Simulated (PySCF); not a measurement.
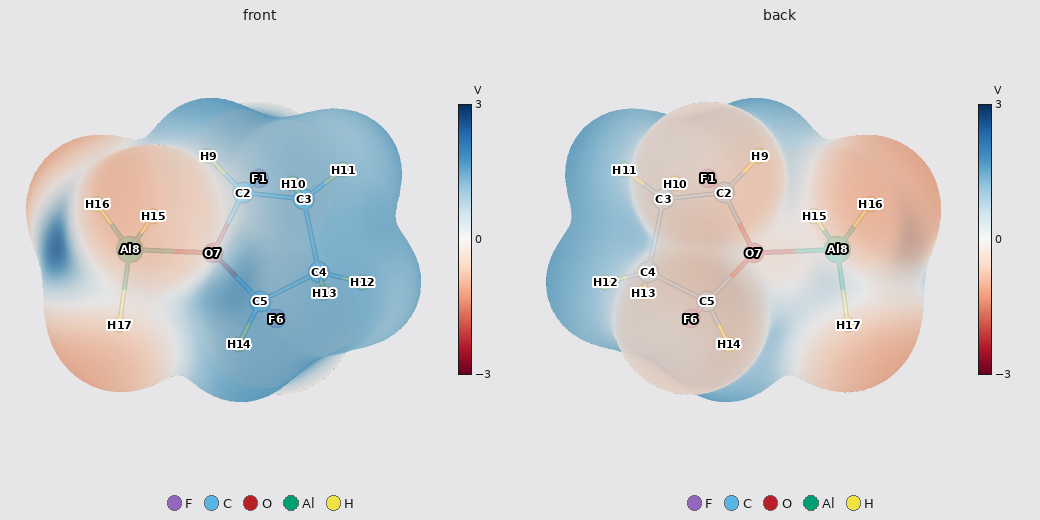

C$_{4}$H$_{9}$AlF$_{2}$O. The electrostatic potential painted on the density surface at 0.002 e/bohr³, seen from the front and from behind; red is negative and blue positive.

Geometry: GFN2-xTB.

These are results of PySCF, CAM-B3LYP/def2-SVPD, SCF density, gas phase, not measurements.

Input

```
{"job": {"kind": "uv", "xc": "CAM-B3LYP", "basis": "def2-SVPD", "nstates": 8, "ntriplets": 3}, "charge": 0, "multiplicity": 1}
F      0.102112    -0.497404     2.187964
C     -0.018611     0.326061     1.108761
C     -1.446798     0.311460     0.572584
C     -1.412408    -0.777388    -0.512676
C      0.072334    -1.137834    -0.631931
F      0.310750    -2.351522    -0.052770
O      0.773827    -0.159296     0.071120
Al     2.023899     1.122796    -0.544498
H      0.372809     1.306086     1.407311
H     -1.680173     1.286273     0.148218
H     -2.148974     0.086923     1.372920
H     -1.969277    -1.666124    -0.218130
H     -1.797600    -0.413400    -1.462292
H      0.478828    -1.191421    -1.647197
H      0.951789     2.258546    -0.842731
H      2.851471     1.262110     0.779813
H      2.529025     0.246164    -1.746378
```

Launched as:

```sh
OMP_NUM_THREADS=1 python probes_run.py task.json out
```

Describe the electrostatic potential map.

Answer. The most negative region (about −1.1 V) lies over H16, the most positive (about +2.0 V) over Al8.

What dipole moment does the calculation give?

Answer. Its dipole moment is 4.79 D.
